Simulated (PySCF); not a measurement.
**Geometry relaxation, with input and output: C$_{5}$H$_{14}$Ti (part 1 of 2)**

The run: geometry relaxation of C$_{5}$H$_{14}$Ti. Method and program: PBE0-D3(BJ)/def2-SVP geometry optimisation, gas phase (PySCF 2.14.0).

It belongs to a series of runs on one base structure; here: one ligand: Me to Et.

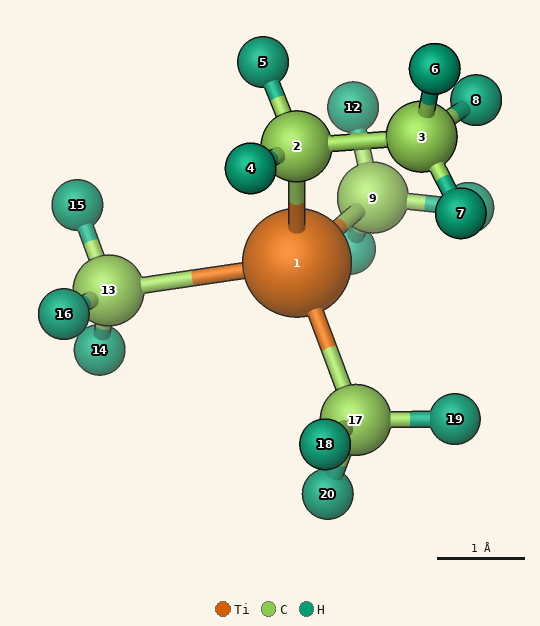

Figure 1. The structure as given in the input (ball-and-stick view, seen at a tilt; atoms are numbered from 1 in the order of the input). Sticks mark near contacts.

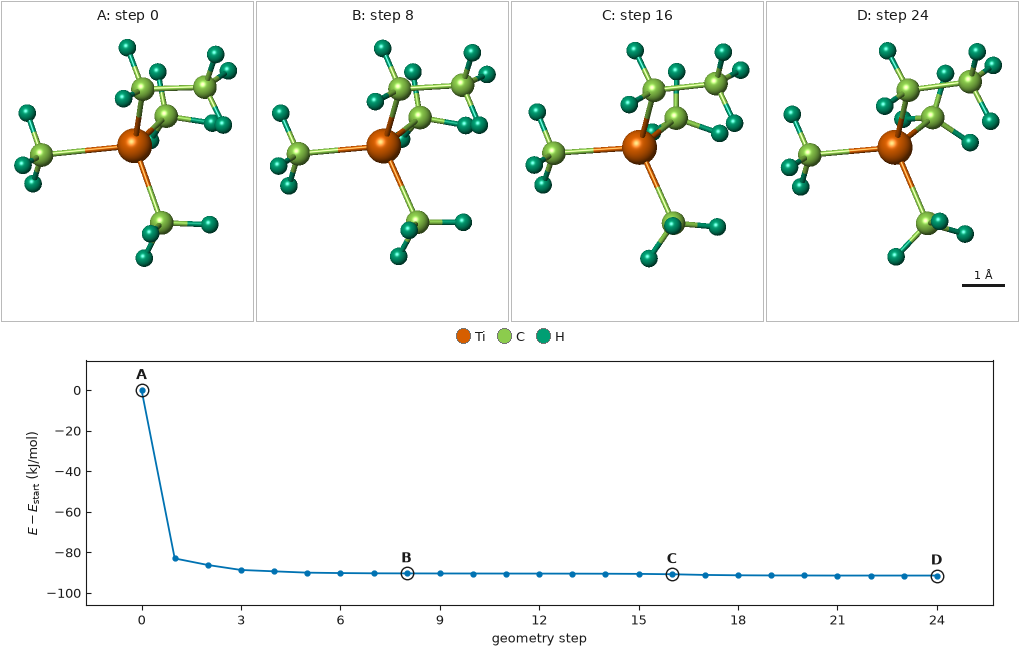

Figure 2. Frames of the relaxation (ball-and-stick view, seen at a tilt) above the curves, on which the letters mark them (steps are counted from 0).

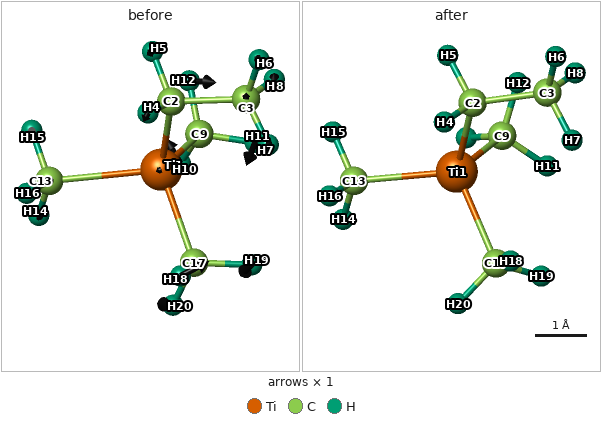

Figure 3. Before (left) and after (right) the relaxation, at one scale (ball-and-stick view, seen at a tilt). The black arrows give the displacements, at true length. The energy falls by 91.4 kJ/mol in 24 geometry steps. Largest force component: 4.6 eV/Å at the start, 0.015 eV/Å at the end. The largest moves after the best rigid fit, 0.65 Å, are those of H12 and H18. By element the largest moves are H 0.65 Å, C 0.13 Å, Ti 0.12 Å. Distances before and after: Ti1–C13 2.239 → 2.062 Å, C2–H4 0.999 → 1.107 Å, C3–H8 1.194 → 1.102 Å, Ti1–C9 1.998 → 2.060 Å. Among the angles that change: Ti1–C2–H4 116.5° → 105.9°, Ti1–C2–C3 104.2° → 112.5°, Ti1–C9–H12 115.3° → 109.4°. (Atoms are counted from 1 in the order of the input.)

The input that produced these results follows, with the program's output.

Input
```
{"job": {"xc": "PBE0", "basis": "def2-SVP", "d3": "d3bj", "grid": 1, "maxiter": 40, "shake": 0.03, "kind": "geom"}, "charge": 0, "multiplicity": 1}
Ti    -0.048100     0.149680    -0.403350
C     -0.187200     0.284550     1.641110
C      0.417470    -0.997470     2.137010
H     -1.107220     0.366890     2.020740
H      0.380550     1.147980     2.012420
H      0.493030    -1.011000     3.251520
H     -0.055810    -1.873470     1.822390
H      1.559130    -1.053900     1.792600
C      1.847490     0.251610    -1.027420
H      1.905950     0.488120    -2.125420
H      2.304060    -0.758760    -0.928130
H      2.469910     0.978340    -0.508100
C     -1.154470     1.959140    -1.120010
H     -1.142020     1.977580    -2.170020
H     -0.570650     2.803310    -0.730610
H     -2.112520     2.004660    -0.709420
C     -1.105510    -1.412780    -1.128160
H     -2.094870    -1.565580    -0.569910
H     -0.520930    -2.386400    -0.975630
H     -1.415870    -1.338370    -2.182240
```

The first line tells a small driver script what to run in PySCF; the rest is the geometry in Å.

Launch command:
```bash
OMP_NUM_THREADS=1 python <driver script> task.json out
```

Log
```
step   0  E = -1047.65513441  max force = 0.088525
step   1  E = -1047.68672044  max force = 0.009386
step   2  E = -1047.68795397  max force = 0.005022
step   3  E = -1047.68888584  max force = 0.002997
step   4  E = -1047.68914085  max force = 0.002321
step   5  E = -1047.68939149  max force = 0.002108
step   6  E = -1047.68946680  max force = 0.001428
step   7  E = -1047.68951297  max force = 0.000992
step   8  E = -1047.68952969  max force = 0.000583
step   9  E = -1047.68954223  max force = 0.000760
step  10  E = -1047.68955011  max force = 0.000768
step  11  E = -1047.68955834  max force = 0.000758
step  12  E = -1047.68956589  max force = 0.000702
step  13  E = -1047.68957511  max force = 0.000561
step  14  E = -1047.68958972  max force = 0.000973
step  15  E = -1047.68961903  max force = 0.001107
step  16  E = -1047.68968960  max force = 0.001601
step  17  E = -1047.68981796  max force = 0.001849
step  18  E = -1047.68988429  max force = 0.001401
step  19  E = -1047.68991327  max force = 0.001393
step  20  E = -1047.68992055  max force = 0.001099
step  21  E = -1047.68993542  max force = 0.000715
step  22  E = -1047.68993319  max force = 0.000418
step  23  E = -1047.68993379  max force = 0.000455
step  24  E = -1047.68993490  max force = 0.000294
optimisation converged
```

Trajectory as extended XYZ (Å, eV, eV/Å), 24 of the 25 frames kept, from step=0 to step=24
```
20
Properties=species:S:1:pos:R:3:forces:R:3 step=0 energy=-28508.14828
Ti   -0.0481    0.1497   -0.4033   -1.8269   2.0635  -0.0435
C    -0.1872    0.2846    1.6411    3.6588  -0.3257  -1.4742
C     0.4175   -0.9975    2.1370    4.1165   1.5150   0.6980
H    -1.1072    0.3669    2.0207   -4.5521   0.5763   1.3702
H     0.3805    1.1480    2.0124    0.2216   0.2149  -0.1347
H     0.4930   -1.0110    3.2515   -0.1290  -0.1550  -0.3736
H    -0.0558   -1.8735    1.8224   -1.0990  -1.8521  -0.6785
H     1.5591   -1.0539    1.7926   -2.0895  -0.1766   0.5919
C     1.8475    0.2516   -1.0274    0.8347  -0.5557  -1.3218
H     1.9060    0.4881   -2.1254   -0.1987  -0.0271   0.5594
H     2.3041   -0.7588   -0.9281   -0.0481   0.1772   0.1206
H     2.4699    0.9783   -0.5081    0.2408   0.3028   0.3689
C    -1.1545    1.9591   -1.1200    3.0421  -1.4350   1.6242
H    -1.1420    1.9776   -2.1700   -0.1350   0.0530  -1.9701
H    -0.5706    2.8033   -0.7306    0.1567   0.1882   0.0233
H    -2.1125    2.0047   -0.7094   -2.1497  -0.0431   0.7535
C    -1.1055   -1.4128   -1.1282   -0.8944  -1.8694   0.6383
H    -2.0949   -1.5656   -0.5699    1.0717   0.3205  -0.2953
H    -0.5209   -2.3864   -0.9756   -0.4967   0.9539  -0.2797
H    -1.4159   -1.3384   -2.1822    0.2763   0.0745  -0.1769
20
Properties=species:S:1:pos:R:3:forces:R:3 step=1 energy=-28509.00778
Ti   -0.0764    0.1951   -0.4046   -0.3953   0.3833  -0.0166
C    -0.1972    0.3216    1.6384    0.1432  -0.3148   0.2101
C     0.4338   -0.9802    2.1360    0.4826   0.1861   0.1657
H    -1.2254    0.4423    2.0128   -0.1348   0.0209  -0.0999
H     0.3829    1.1994    1.9771    0.0232   0.0146  -0.0585
H     0.5199   -1.0134    3.2370   -0.2294  -0.0808   0.0206
H    -0.0897   -1.8913    1.8064   -0.1249   0.0360   0.0343
H     1.4838   -1.0755    1.8041   -0.0377  -0.0238  -0.1696
C     1.8690    0.2811   -1.0679    0.2292  -0.1718  -0.1958
H     1.8944    0.5290   -2.1456   -0.0692   0.0596   0.0345
H     2.3230   -0.7241   -0.9649    0.0022   0.0519   0.0698
H     2.4979    1.0131   -0.5320   -0.0424  -0.0242   0.0571
C    -1.0830    1.8582   -1.0598    0.3499  -0.0766   0.1074
H    -1.0963    1.8758   -2.1607   -0.1372   0.0615  -0.0324
H    -0.4942    2.7135   -0.6821   -0.0438   0.0709  -0.0481
H    -2.0945    1.8898   -0.6274   -0.0756   0.0029  -0.1055
C    -1.1344   -1.4109   -1.1273   -0.1848  -0.4216   0.0129
H    -2.0716   -1.5416   -0.5532    0.0491   0.1112   0.0895
H    -0.5526   -2.3436   -0.9980    0.0550   0.0377  -0.0696
H    -1.4268   -1.3241   -2.1887    0.1408   0.0769  -0.0059
20
Properties=species:S:1:pos:R:3:forces:R:3 step=2 energy=-28509.04134
Ti   -0.0849    0.2032   -0.4030   -0.2582   0.2369  -0.0386
C    -0.1924    0.3126    1.6473    0.0369  -0.1940   0.1156
C     0.4403   -0.9852    2.1447    0.2222   0.0730   0.0803
H    -1.2289    0.4404    2.0103    0.0266  -0.0073  -0.0992
H     0.3903    1.1932    1.9751   -0.0069   0.0232  -0.0399
H     0.5244   -1.0249    3.2456   -0.1309  -0.0462   0.0040
H    -0.1064   -1.8866    1.8196   -0.0419   0.0473   0.0486
H     1.4785   -1.0885    1.7845    0.0101  -0.0454  -0.0829
C     1.8694    0.2762   -1.0727    0.0506  -0.1279  -0.0475
H     1.8863    0.5355   -2.1466   -0.0312   0.0382   0.0099
H     2.3228   -0.7272   -0.9653    0.0058   0.0193   0.0228
H     2.4923    1.0054   -0.5261   -0.0379  -0.0046   0.0335
C    -1.0796    1.8692   -1.0650    0.1895   0.0100  -0.0063
H    -1.1099    1.8911   -2.1677   -0.0704   0.0246   0.0206
H    -0.5004    2.7371   -0.6995   -0.0477   0.0296  -0.0292
H    -2.0980    1.9046   -0.6435   -0.0091  -0.0039  -0.0572
C    -1.1321   -1.4242   -1.1204    0.0009  -0.1901   0.0550
H    -2.0617   -1.5458   -0.5345    0.0090   0.0474   0.0358
H    -0.5364   -2.3476   -1.0001    0.0302   0.0082  -0.0263
H    -1.4112   -1.3241   -2.1834    0.0523   0.0617   0.0010
20
Properties=species:S:1:pos:R:3:forces:R:3 step=3 energy=-28509.06670
Ti   -0.1015    0.2199   -0.4033   -0.1160   0.1265  -0.0593
C    -0.1787    0.2921    1.6526    0.0235  -0.0540  -0.0131
C     0.4533   -0.9995    2.1582   -0.0440  -0.0562  -0.0113
H    -1.2234    0.4297    1.9941    0.1046  -0.0337  -0.0354
H     0.4022    1.1819    1.9600   -0.0248   0.0194   0.0041
H     0.5325   -1.0442    3.2586    0.0009   0.0288   0.0118
H    -0.1276   -1.8863    1.8504    0.0319   0.0199   0.0179
H     1.4772   -1.1290    1.7662   -0.0036  -0.0275   0.0269
C     1.8553    0.2655   -1.0755   -0.0728  -0.0643   0.0837
H     1.8641    0.5468   -2.1428    0.0207   0.0072  -0.0100
H     2.3075   -0.7365   -0.9664    0.0078  -0.0033  -0.0329
H     2.4646    0.9903   -0.5081   -0.0146   0.0151   0.0029
C    -1.0768    1.8963   -1.0820    0.0046   0.0518  -0.1034
H    -1.1310    1.9187   -2.1850    0.0201  -0.0214   0.0316
H    -0.5159    2.7841   -0.7373   -0.0263  -0.0018   0.0070
H    -2.1031    1.9355   -0.6760    0.0315  -0.0091   0.0239
C    -1.1177   -1.4380   -1.1021    0.1541   0.0315   0.0718
H    -2.0375   -1.5532   -0.5019   -0.0285  -0.0362  -0.0287
H    -0.4981   -2.3458   -0.9950   -0.0178  -0.0091   0.0130
H    -1.3831   -1.3140   -2.1653   -0.0512   0.0164  -0.0006
20
Properties=species:S:1:pos:R:3:forces:R:3 step=4 energy=-28509.07364
Ti   -0.1111    0.2314   -0.4064   -0.0709   0.0822  -0.0440
C    -0.1684    0.2810    1.6511    0.0618  -0.0172  -0.0651
C     0.4597   -1.0076    2.1652   -0.0980  -0.0921   0.0153
H    -1.2134    0.4192    1.9866    0.0513  -0.0190   0.0006
H     0.4089    1.1756    1.9522   -0.0213   0.0097   0.0203
H     0.5360   -1.0474    3.2662    0.0270   0.0512   0.0045
H    -0.1310   -1.8908    1.8677    0.0301   0.0036  -0.0031
H     1.4795   -1.1527    1.7705    0.0174  -0.0064   0.0284
C     1.8438    0.2617   -1.0752   -0.0632  -0.0340   0.0777
H     1.8561    0.5538   -2.1395    0.0262   0.0015  -0.0091
H     2.2953   -0.7406   -0.9706    0.0054  -0.0051  -0.0317
H     2.4469    0.9838   -0.4975   -0.0030   0.0117  -0.0018
C    -1.0776    1.9122   -1.0942   -0.0322   0.0432  -0.0891
H    -1.1369    1.9288   -2.1968    0.0327  -0.0253   0.0163
H    -0.5250    2.8077   -0.7573   -0.0103  -0.0062   0.0127
H    -2.1050    1.9509   -0.6902    0.0224  -0.0077   0.0349
C    -1.1094   -1.4399   -1.0936    0.1193   0.0718   0.0523
H    -2.0270   -1.5626   -0.4915   -0.0252  -0.0442  -0.0303
H    -0.4807   -2.3413   -0.9918   -0.0159  -0.0129   0.0121
H    -1.3784   -1.3091   -2.1554   -0.0537  -0.0048  -0.0010
20
Properties=species:S:1:pos:R:3:forces:R:3 step=5 energy=-28509.08046
Ti   -0.1261    0.2501   -0.4136   -0.0154   0.0179  -0.0119
C    -0.1509    0.2648    1.6450    0.0997   0.0073  -0.0956
C     0.4692   -1.0194    2.1761   -0.0636  -0.1084   0.0431
H    -1.1946    0.4019    1.9774   -0.0418   0.0128   0.0328
H     0.4204    1.1647    1.9433   -0.0103  -0.0018   0.0296
H     0.5414   -1.0430    3.2783    0.0314   0.0561  -0.0066
H    -0.1283   -1.9015    1.8925    0.0114  -0.0086  -0.0206
H     1.4883   -1.1840    1.7869    0.0052   0.0267   0.0196
C     1.8260    0.2580   -1.0735   -0.0121   0.0080   0.0238
H     1.8513    0.5651   -2.1337    0.0163   0.0006  -0.0014
H     2.2748   -0.7460   -0.9790   -0.0020  -0.0043  -0.0096
H     2.4223    0.9742   -0.4810    0.0081  -0.0019   0.0000
C    -1.0824    1.9357   -1.1138   -0.0411   0.0095  -0.0221
H    -1.1428    1.9390   -2.2157    0.0224  -0.0147  -0.0056
H    -0.5390    2.8394   -0.7853    0.0091  -0.0064   0.0076
H    -2.1091    1.9722   -0.7076    0.0009  -0.0018   0.0188
C    -1.1001   -1.4382   -1.0837    0.0046   0.0623   0.0094
H    -2.0153   -1.5821   -0.4818   -0.0032  -0.0262  -0.0100
H    -0.4593   -2.3314   -0.9891    0.0018  -0.0041  -0.0003
H    -1.3835   -1.3056   -2.1423   -0.0214  -0.0228  -0.0010
20
Properties=species:S:1:pos:R:3:forces:R:3 step=6 energy=-28509.08251
Ti   -0.1313    0.2560   -0.4174   -0.0001  -0.0018  -0.0058
C    -0.1436    0.2601    1.6407    0.0732   0.0007  -0.0592
C     0.4733   -1.0227    2.1806   -0.0266  -0.0734   0.0380
H    -1.1869    0.3972    1.9754   -0.0483   0.0194   0.0226
H     0.4258    1.1601    1.9425   -0.0051  -0.0021   0.0189
H     0.5446   -1.0346    3.2830    0.0130   0.0362  -0.0057
H    -0.1216   -1.9073    1.9004    0.0019  -0.0042  -0.0136
H     1.4941   -1.1885    1.7973    0.0091   0.0235   0.0046
C     1.8209    0.2583   -1.0731    0.0112   0.0172  -0.0057
H     1.8549    0.5703   -2.1319    0.0060   0.0024   0.0038
H     2.2667   -0.7475   -0.9831   -0.0059  -0.0035   0.0023
H     2.4172    0.9701   -0.4751    0.0063  -0.0080   0.0035
C    -1.0869    1.9416   -1.1199   -0.0236  -0.0055   0.0132
H    -1.1444    1.9385   -2.2218    0.0069  -0.0040  -0.0085
H    -0.5438    2.8458   -0.7927    0.0104  -0.0033  -0.0001
H    -2.1124    1.9772   -0.7109   -0.0059   0.0016   0.0002
C    -1.1011   -1.4355   -1.0828   -0.0426   0.0264  -0.0091
H    -2.0142   -1.5916   -0.4804    0.0086  -0.0083   0.0048
H    -0.4551   -2.3255   -0.9915    0.0116   0.0034  -0.0050
H    -1.3938   -1.3079   -2.1399   -0.0001  -0.0166   0.0009
20
Properties=species:S:1:pos:R:3:forces:R:3 step=7 energy=-28509.08377
Ti   -0.1349    0.2588   -0.4213    0.0096  -0.0125  -0.0078
C    -0.1373    0.2570    1.6363    0.0198  -0.0077  -0.0054
C     0.4779   -1.0241    2.1848    0.0152  -0.0159   0.0131
H    -1.1810    0.3964    1.9734   -0.0194   0.0112   0.0015
H     0.4309    1.1565    1.9425   -0.0003   0.0003   0.0014
H     0.5489   -1.0231    3.2870   -0.0071   0.0073  -0.0007
H    -0.1124   -1.9124    1.9070   -0.0018   0.0023  -0.0012
H     1.5016   -1.1860    1.8069   -0.0013   0.0100  -0.0019
C     1.8185    0.2594   -1.0741    0.0168   0.0161  -0.0174
H     1.8608    0.5757   -2.1314   -0.0011   0.0038   0.0044
H     2.2594   -0.7490   -0.9873   -0.0075  -0.0033   0.0062
H     2.4166    0.9650   -0.4704    0.0015  -0.0094   0.0058
C    -1.0928    1.9431   -1.1228   -0.0060  -0.0129   0.0309
H    -1.1476    1.9357   -2.2248   -0.0048   0.0041  -0.0052
H    -0.5476    2.8464   -0.7962    0.0062   0.0004  -0.0056
H    -2.1175    1.9790   -0.7118   -0.0055   0.0042  -0.0128
C    -1.1059   -1.4331   -1.0842   -0.0510  -0.0059  -0.0177
H    -2.0145   -1.6001   -0.4777    0.0128   0.0042   0.0140
H    -0.4531   -2.3189   -0.9967    0.0144   0.0076  -0.0043
H    -1.4076   -1.3123   -2.1397    0.0096  -0.0039   0.0026
20
Properties=species:S:1:pos:R:3:forces:R:3 step=8 energy=-28509.08422
Ti   -0.1365    0.2589   -0.4237    0.0125  -0.0148  -0.0105
C    -0.1336    0.2556    1.6337   -0.0101  -0.0068   0.0164
C     0.4817   -1.0237    2.1876    0.0179   0.0175   0.0017
H    -1.1780    0.3972    1.9708    0.0034   0.0008  -0.0075
H     0.4338    1.1554    1.9405    0.0021   0.0017  -0.0069
H     0.5521   -1.0155    3.2896   -0.0128  -0.0069   0.0021
H    -0.1062   -1.9141    1.9117   -0.0014   0.0030   0.0037
H     1.5064   -1.1829    1.8116    0.0007  -0.0005  -0.0039
C     1.8178    0.2601   -1.0761    0.0088   0.0108  -0.0120
H     1.8642    0.5797   -2.1322   -0.0009   0.0033   0.0029
H     2.2544   -0.7504   -0.9909   -0.0062  -0.0030   0.0021
H     2.4172    0.9607   -0.4681   -0.0005  -0.0070   0.0050
C    -1.0971    1.9423   -1.1229   -0.0025  -0.0092   0.0255
H    -1.1519    1.9341   -2.2250   -0.0049   0.0041  -0.0015
H    -0.5501    2.8450   -0.7974    0.0023   0.0012  -0.0050
H    -2.1218    1.9794   -0.7120   -0.0020   0.0044  -0.0114
C    -1.1095   -1.4328   -1.0851   -0.0300  -0.0110  -0.0146
H    -2.0131   -1.6047   -0.4728    0.0096   0.0042   0.0120
H    -0.4506   -2.3147   -1.0008    0.0097   0.0062  -0.0017
H    -1.4165   -1.3154   -2.1393    0.0045   0.0019   0.0035
20
Properties=species:S:1:pos:R:3:forces:R:3 step=9 energy=-28509.08456
Ti   -0.1379    0.2581   -0.4267    0.0109  -0.0131  -0.0125
C    -0.1293    0.2543    1.6306   -0.0285  -0.0009   0.0241
C     0.4871   -1.0218    2.1910    0.0158   0.0391  -0.0057
H    -1.1746    0.3980    1.9665    0.0186  -0.0084  -0.0099
H     0.4368    1.1557    1.9353    0.0034   0.0021  -0.0109
H     0.5561   -1.0066    3.2930   -0.0127  -0.0153   0.0031
H    -0.0990   -1.9144    1.9185   -0.0001   0.0008   0.0046
H     1.5126   -1.1792    1.8166   -0.0014  -0.0074  -0.0018
C     1.8167    0.2607   -1.0801   -0.0030   0.0026  -0.0011
H     1.8670    0.5851   -2.1342    0.0013   0.0027   0.0005
H     2.2477   -0.7525   -0.9974   -0.0029  -0.0022  -0.0046
H     2.4177    0.9547   -0.4661   -0.0009  -0.0031   0.0029
C    -1.1026    1.9407   -1.1219   -0.0022  -0.0016   0.0112
H    -1.1588    1.9327   -2.2241   -0.0008   0.0012   0.0015
H    -0.5538    2.8430   -0.7983   -0.0011   0.0009  -0.0018
H    -2.1274    1.9798   -0.7115    0.0018   0.0028  -0.0038
C    -1.1132   -1.4340   -1.0852    0.0030  -0.0061  -0.0055
H    -2.0091   -1.6106   -0.4635    0.0028  -0.0002   0.0060
H    -0.4461   -2.3103   -1.0058    0.0018   0.0015   0.0001
H    -1.4276   -1.3192   -2.1373   -0.0055   0.0046   0.0035
```
